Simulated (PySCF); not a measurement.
CH2BrF2, charge −1, SMILES `[Br-].FCF`.

PySCF calculation, HF/def2-SVPD, gas phase; geometry: GFN2-xTB. GFN2-xTB bond lengths at metals and heavier atoms can be off by up to 0.1 Å and shapes distorted, which carries into these values.

Cartesian coordinates (Å):

```
Br1      1.6316    0.0000   -0.0000
F2      -2.4943   -1.0831   -0.0001
C3      -1.6792   -0.0000    0.0005
F4      -2.4943    1.0831   -0.0001
H5      -1.0659    0.0000    0.9056
H6      -1.0658    0.0000   -0.9058
```

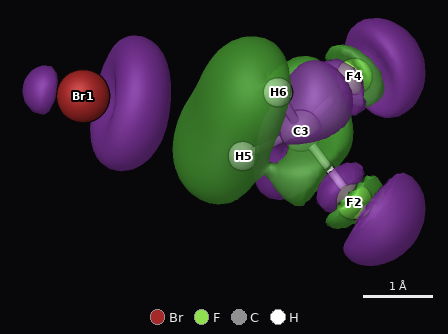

Density of the complex less the densities of the two fragments at the same geometry, ±0.006 e/Å³ (purple: gain, green: loss). Fragment A: Br(−1) (atom 1); fragment B: H2CF2.

How is the density rearranged on binding?

Hirshfeld charges show almost no net transfer (under 0.005 e). By Hirshfeld charges, electrons gather most on F2 and F4 alike (−0.027 e) and leave H5 and H6 alike most (+0.023 e); 0.16 e is displaced in all.

What is the interaction energy, and which contacts carry it?

The counterpoise-corrected interaction energy of the frozen fragments is −8.2 kcal/mol without dispersion correction and −11.0 kcal/mol with D3(BJ). The pair geometry is semi-empirical, not a minimum at this level. Contacts: Br1···H5, weak C–H hydrogen bond, 2.85 Å, ρ = 0.011 a.u.; Br1···H6, weak C–H hydrogen bond, 2.85 Å, ρ = 0.011 a.u. The pose is a local one from a semi-empirical search, not shown to be the most stable.
